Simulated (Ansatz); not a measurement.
**CHF₂GeN: density, localisation and related maps**

```xyz
6

N     2.8706   -1.4810    1.5385
C     2.0313   -0.9015    0.9730
Ge   -1.6754    1.1911   -1.3222
F    -2.4663   -0.3546   -0.9050
F    -0.0729    0.8207   -0.5735
H     1.2489   -0.3559    0.4427
```

At this geometry the atoms fall into two loosely joined parts.

Method: RKS PBE/def2-SVPD (Ansatz 0.2.0).

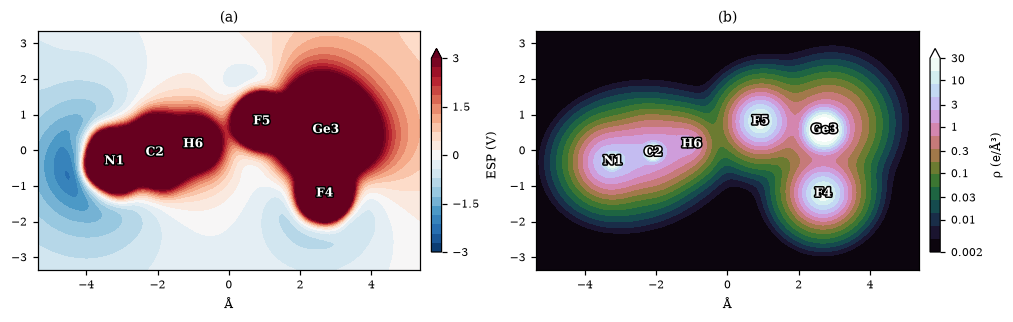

Figure 1. (a) electrostatic potential; (b) electron density on the molecular plane.

Question: What do the fields say about this system?

Answer:
- Atoms in the plane: N, C, Ge, F and H.
- C–N (1.17 Å): ρ at the midpoint is about 3.4 e/Å³.
- Ge–F (1.79 Å): the density is about 0.82 e/Å³ at the midpoint.
- C–H (1.09 Å): ρ at the midpoint is about 2 e/Å³.
- Outside the dense part of the molecule the potential is most negative (−2.2 V) near N1.

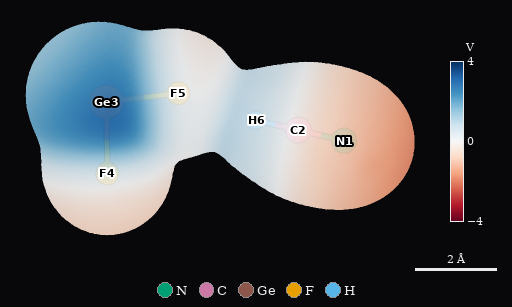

Figure 2. The electrostatic potential painted on the density surface at 0.002 e/bohr³, seen at a tilt; the colour scale runs from red (negative) to blue (positive).

Question: Where is the surface potential most negative and most positive?

Answer: The most negative region (about −1.8 V) lies over N1, the most positive (about +3.0 V) over Ge3. N1 is the likeliest acceptor of a hydrogen bond.

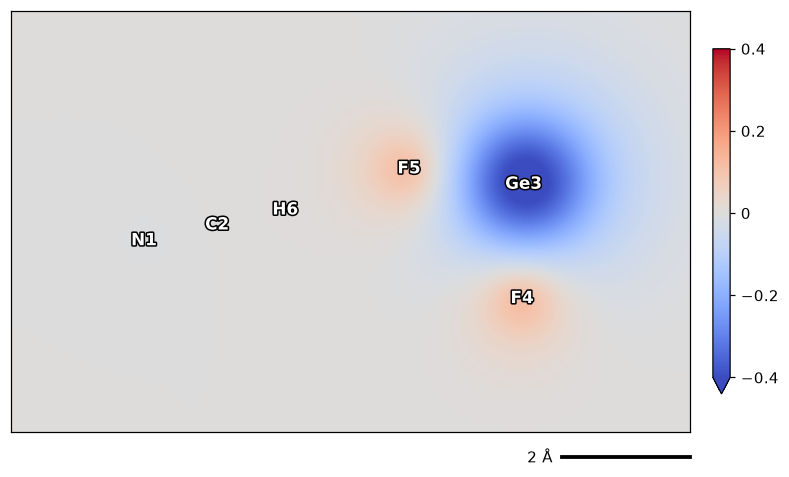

Figure 3. The LUMO on a plane 0.8 Å above the molecular plane (values in Å⁻³ᐟ²; the overall sign is arbitrary).

Question: Where does this orbital lie, and at what energy?

Answer: It lies mainly on Ge3 (about 85 %), F4 (about 5 %) and F5 (about 5 %); it changes sign across the molecular plane (π type). Its energy is −4.19 eV.
